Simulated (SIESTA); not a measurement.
# Convergence study of the k-point mesh at a smearing width of 0.05 eV for Al (Fm-3m, 1 atom in the cell)

```
CELL_PARAMETERS angstrom
      0.00000     2.03107     2.03107
      2.03107     0.00000     2.03107
      2.03107     2.03107     0.00000
ATOMIC_POSITIONS crystal
  Al 0.00000 0.00000 0.00000
```

Level of theory: SIESTA with GGA PBEsol, numerical atomic orbitals DZP, PseudoDojo PBEsol standard norm-conserving potentials (rewritten from UPF to PSML).

Base settings: XC.functional = GGA; XC.authors = PBEsol; potentials = PseudoDojo PBEsol standard; PAO.BasisSize = DZP; PAO.EnergyShift = 0.01 Ry; MeshCutoff = 300 Ry; kgrid.MonkhorstPack = 12 12 12; OccupationFunction = MP; OccupationMPOrder = 0; ElectronicTemperature = 100 meV.

In this ladder: ElectronicTemperature = 50 meV.

The second cell is the first with its lattice scaled by 0.98.

Only quantities that move along the ladder and can be compared are tabulated.

Core times come from one kind of shared machine, to one figure; runs under 30 s give none.

The starting cell has typed, rounded lattice constants, without a prior relaxation at this level. Its lattice was rescaled by up to half a per cent. Values carry the incompleteness of an atom-centred basis.

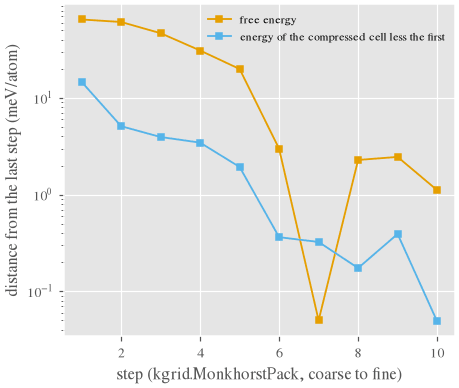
Figure: Distance from the last step along the ladder; very small values are drawn at a floor.

| kgrid.MonkhorstPack | free energy less the last step's (meV/atom) | energy of the compressed cell less the first (meV/atom) | pressure (GPa) | core time / last (rough) |
|---|---|---|---|---|
| 5 5 5 | 64.86 | 10.96 | -0.62 | – |
| 6 6 6 | -61.09 | 1.42 | -2.00 | – |
| 7 7 7 | -46.78 | -7.63 | -3.54 | – |
| 9 9 9 | 30.98 | -0.24 | -2.32 | – |
| 10 10 10 | 19.94 | -5.62 | -2.95 | – |
| 13 13 13 | 2.98 | -4.05 | -2.74 | – |
| 15 15 15 | -0.01 | -4.01 | -2.87 | 0.2 |
| 18 18 18 | 2.28 | -3.51 | -2.63 | 0.2 |
| 22 22 22 | -2.46 | -3.30 | -2.70 | 0.3 |
| 27 27 27 | -1.11 | -3.64 | -2.79 | 0.6 |
| 33 33 33 | 0.00 | -3.69 | -2.75 | 1 |

Coarsest kgrid.MonkhorstPack that holds the energy of the compressed cell less the first within 0.2 meV/atom of the last step, with all finer ones: 27 27 27; the step before is off by 0.39 meV/atom.

Coarsest kgrid.MonkhorstPack that holds the free energy within 5 meV/atom of the last step, with all finer ones: 13 13 13; the step before is off by 20 meV/atom.

Coarsest kgrid.MonkhorstPack that holds the pressure within 0.5 GPa of the last step, with all finer ones: 9 9 9; the step before is off by 0.79 GPa.
